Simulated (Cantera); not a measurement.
Charge: 1 mol C2H5OH, 0.79 mol NH3, 51 mol H2, equilibrated at 1.00 Torr.

Method: chemical equilibrium by Gibbs-energy minimisation in Cantera with the NASA 1993 tables (ideal gas, pure condensed phases). Candidate condensed phases: C, C6H6, C7H8, C8H18, H2O; 136 gas species. Equilibrium is a limit: real reactors are often held back by kinetics, nucleation or transport.

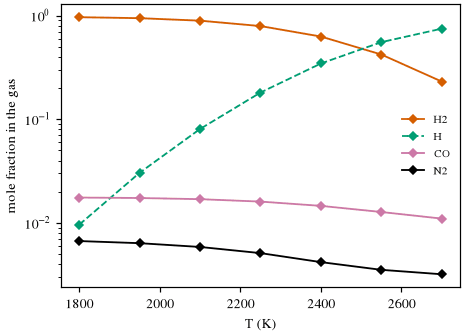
Figure: Equilibrium gas composition (values under 1e-9 drawn at 1e-9)

Task: Read off the mole fractions at 2700 K.

Result: H about 0.75, H2 about 0.23, CO about 0.011, N2 about 0.0032.
